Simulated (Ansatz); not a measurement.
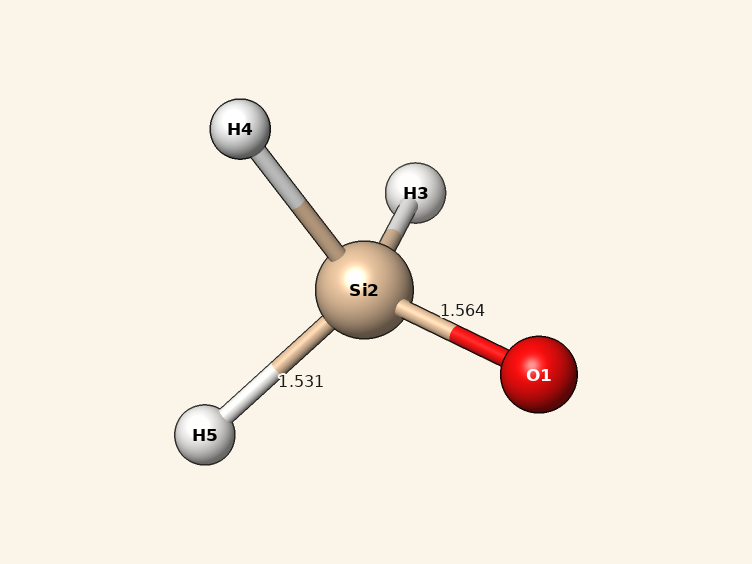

The numbers beside the sticks are distances in Å. Sticks don't show bond order. The species has charge −1 and is a spin singlet. The computed structure is the end point of a PBE0-D4/def2-TZVPD optimisation. No frequency run is at hand to confirm it as a minimum.

**Which of the marked bonds are single, double, triple or aromatic?**

O1–Si2 single; Si2–H5 single. This is one Lewis structure.

**Write the SMILES.**

[O-][SiH3]
